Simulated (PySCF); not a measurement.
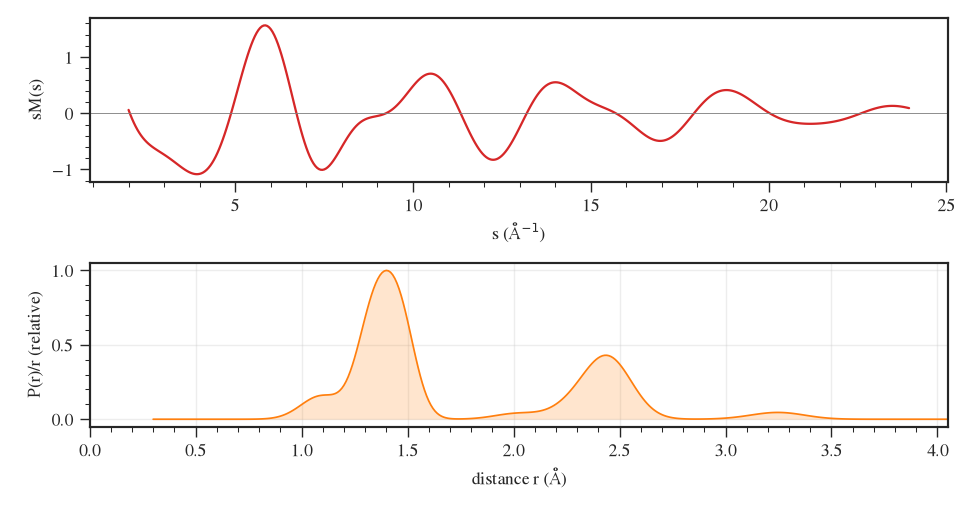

Simulated gas electron diffraction: reduced molecular intensity sM(s) from the Debye equation in the first Born approximation (top) and the radial distribution curve (bottom) of C₃H₃F. Each pair of atoms contributes with weight ZᵢZⱼ/r; damping constant 0.0015 Å²; vibrational amplitudes assumed, not computed: 0.05 Å for bonds, 0.078 Å for bonds to H, 0.06 + 0.015 r up to 0.15 Å for other pairs. The geometry is the end point of an optimisation (PBE0-D3(BJ)/def2-SVP geometry optimisation, gas phase in PySCF 2.14.0, density-fitted response routines); it may be a saddle point or a higher isomer. SMILES: FC1C=C1.

**Assign the first 3 clear peaks of the radial distribution curve (– bonded, ··· not bonded).**

Peak 1, 1.40 Å: C–C 1.31–1.47 Å (×3), F–C 1.37 Å, not resolved; in its flanks C–H 1.09–1.10 Å
Peak 2, 2.44 Å: C···H 2.27–2.45 Å (×6), F···C 2.45 Å (×2), not resolved
Peak 3, 3.25 Å: H···H 3.13–3.18 Å (×3), F···H 3.26 Å (×2), not resolved
